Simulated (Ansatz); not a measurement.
# U-wB97M-V/6-311+G(d,p) run of AlClOF (SMILES [O][Al]([F])[Cl])

What is the vertical doublet–quartet gap of AlClOF at U-wB97M-V/6-311+G**? 

The results are computed with Ansatz 0.2.0.

70 further runs of the same task are left out: 2 that didn't finish, 68 set aside as unsound or not needed. Runs told in other sessions of the task aren't counted.

**1. The molecule**

AlClOF: 4 atoms, total charge 0, spin state doublet. As SMILES, `[O][Al]([F])[Cl]`. Geometry: relaxed at PBE0-D4/def2-TZVP.

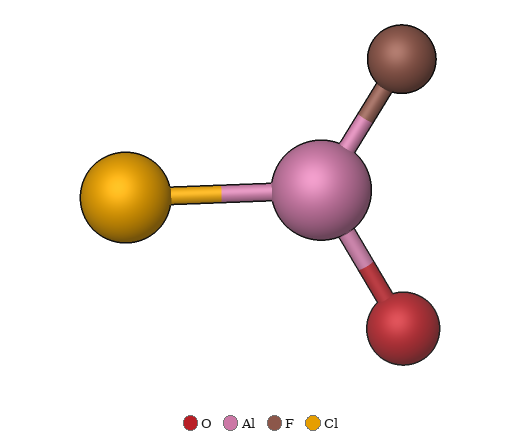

The structure, seen from a chosen angle (oxygen red, aluminium pink, fluorine brown, chlorine amber).

**2. A single-point energy at U-wB97M-V/6-311+G(d,p)**

job.yaml

```yaml
basis:
  gaussian:
    orbitals: 6-311+G_st__st_-spherical.json
crystal:
  periodic: [false, false, false]
  atoms:
    - {symbol: O, position_ang: [0.993300, 0.591700, 1.294800]}
    - {symbol: Al, position_ang: [0.061900, -0.095200, 0.016700]}
    - {symbol: F, position_ang: [0.278100, -1.671200, -0.348900]}
    - {symbol: Cl, position_ang: [-1.277700, 1.114400, -0.982900]}
magnetization:
  spin_polarized: true
  initial_magnetization: 1
hamiltonian:
  xc: {name: wB97M-V}
accuracy: high
output:
  orbitals: {seedname: orbitals}
```

The basis set 6-311+G** is read from a file made from the Basis Set Exchange's data (not shown).

On the command line:

```
$ ansatz run job.yaml --threads 1 --pin off --max-ram 3480MiB --events-out events.jsonl --progress --plain --runs-dir runs
```

Log:

```text
Warning: RAYON_NUM_THREADS=1 ignored (pool sized by the plan → 1); use --threads N
Functional definition: wB97M-V
  name "wB97M-V"
  parameter omega = 0.3/bohr
  parameter cx = 0.15
  parameter cx01 = 1.007
  parameter cx10 = 0.259
  parameter css00 = 0.443
  parameter css04 = -1.437
  parameter css10 = -4.535
  parameter css20 = -3.390
  parameter css43 = 4.278
  parameter cos00 = 1.000
  parameter cos10 = 1.358
  parameter cos20 = 2.924
  parameter cos21 = -8.812
  parameter cos60 = -1.390
  parameter cos61 = 9.142
  parameter b = 6.0
  parameter c = 0.01
  gx(w, u) = 1 - cx + cx01*u + cx10*w
  gss(w, u) = css00 + css04*u^4 + css10*w + css20*w^2 + css43*w^4*u^3
  gos(w, u) = cos00 + cos10*w + (cos20 + cos21*u)*w^2 + (cos60 + cos61*u)*w^6
  exchange = spin_sum(e_x_unif_sr(omega)*gx(b97_w, b97_u_x)) + cx*exact_x_sr(omega) + exact_x_lr(omega)
  correlation = spin_sum(e_c_pw_mod_same_spin*gss(b97_w, b97_u_same))
      + integral(e_c_pw_mod_opposite_spin*gos(b97_w_opposite, b97_u_opposite)) + vv10(b, c)
1717 factors; integrals over basis functions are off by at most 4.5e-9 eV
386 factors; integrals over basis functions are off by at most 1.5e-9 eV
mean field evaluation 1: about -23870.9090 eV, gradient 5.4e1 eV
mean field evaluation 2: about -23789.9051 eV, gradient 1.3e2 eV
mean field evaluation 4: about -23884.2934 eV, gradient 1.8e1 eV
mean field evaluation 8: about -23886.0166 eV, gradient 3.8e-1 eV
mean field evaluation 16: about -23886.0733 eV, gradient 1.4e-2 eV
mean field evaluation 32: about -23886.0733 eV, gradient 2.4e-5 eV
mean field -23886.07332279 eV, -877.7970040503 hartree, gradient 8.1e-8 eV, S^2 0.753323; 4 other end points of the search recorded, 0 dependent functions left out
reference -23886.07333237 eV, -877.7970044025 hartree; 24, 23 occupied and 80, 81 virtual orbitals, 1717 factors
Total energy: -23886.07333237 eV, -877.7970044025 hartree
```

It took 4.6 min on 1 thread of Arm Neoverse V1, shared host; peak memory 1 GiB.

**3. The quartet**

job.yaml

```yaml
crystal:
  periodic: [false, false, false]
  atoms:
    - {symbol: O, position_ang: [0.993300, 0.591700, 1.294800]}
    - {symbol: Al, position_ang: [0.061900, -0.095200, 0.016700]}
    - {symbol: F, position_ang: [0.278100, -1.671200, -0.348900]}
    - {symbol: Cl, position_ang: [-1.277700, 1.114400, -0.982900]}
basis:
  gaussian:
    orbitals: 6-311+G_st__st_-spherical.json
magnetization:
  spin_polarized: true
  initial_magnetization: 3
hamiltonian:
  xc: {name: wB97M-V}
accuracy: high
output: {orbitals: {seedname: orbitals}}
```

The basis set 6-311+G** is read from a file made from the Basis Set Exchange's data (not shown).

On the command line:

```
$ ansatz run job.yaml --threads 1 --pin off --max-ram 3480MiB --events-out events.jsonl --progress --plain --runs-dir runs
```

Log, shortened:

```text
Warning: RAYON_NUM_THREADS=1 ignored (pool sized by the plan → 1); use --threads N
[... 2 set-up lines as earlier in the session ...]
[...]
  gx(w, u) = 1 - cx + cx01*u + cx10*w
  gss(w, u) = css00 + css04*u^4 + css10*w + css20*w^2 + css43*w^4*u^3
  gos(w, u) = cos00 + cos10*w + (cos20 + cos21*u)*w^2 + (cos60 + cos61*u)*w^6
[...]
      + integral(e_c_pw_mod_opposite_spin*gos(b97_w_opposite, b97_u_opposite)) + vv10(b, c)
1717 factors; integrals over basis functions are off by at most 4.5e-9 eV
386 factors; integrals over basis functions are off by at most 1.5e-9 eV
[...]
mean field -23879.28705853 eV, -877.5476134389 hartree, gradient 9.4e-8 eV, S^2 3.761833; 6 other end points of the search recorded, 0 dependent functions left out
reference -23879.28706058 eV, -877.5476135143 hartree; 25, 22 occupied and 79, 82 virtual orbitals, 1717 factors
Total energy: -23879.28706058 eV, -877.5476135143 hartree
```

It took 5.2 min on 1 thread of Arm Neoverse V1, shared host; peak memory 1 GiB.

**4. Results**

Level: U-wB97M-V/6-311+G**.

| quantity | value |
| --- | --- |
| doublet: total energy | -877.79700 Eh |
| doublet: HOMO energy (highest over α and β) | -12.22 eV |
| doublet: LUMO energy (lowest over α and β) | -2.94 eV |
| doublet: ⟨S²⟩ | 0.753 |
| quartet: total energy | -877.54761 Eh |
| quartet: HOMO energy (highest over α and β) | -5.58 eV |
| quartet: ⟨S²⟩ | 3.762 |
| vertical energy of the quartet above the doublet | 6.786 eV |

**Reading.** At this shape the quartet lies 6.79 eV (156 kcal/mol) above the doublet.
